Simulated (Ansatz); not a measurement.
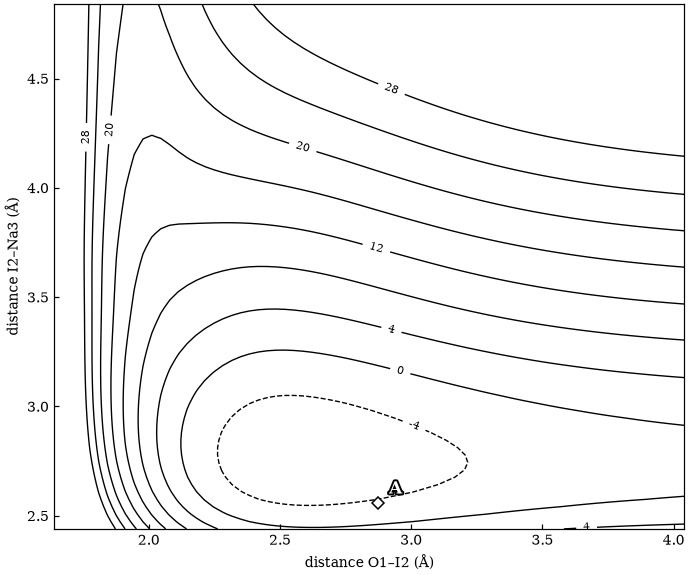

The system O + INa, spin multiplicity 3. 
- First axis: distance O1–I2. Second axis: distance I2–Na3.
- Nothing is relaxed (the angle O1–I2–Na3 is fixed at 140 degrees).
- The scan uses an 11 × 11 grid.
- Points are written as (first, second).
- All energies are given in kcal/mol relative to O far from the relaxed INa (each part in its own basis).
- These are results of UKS PBE0-D4/def2-SVPD (Ansatz), not measurements.

In the figure: contour lines labelled in kcal/mol (none above 28), the point A. Between grid points the surface is interpolated.

### Is A at rest? If not, where is it pushed?

A, at (2.875 Å, 2.560 Å), is not a stationary point. The computed force is 4.7 kcal/mol for each Å towards smaller values of distance O1–I2 and 26 kcal/mol for each Å towards larger values of distance I2–Na3.
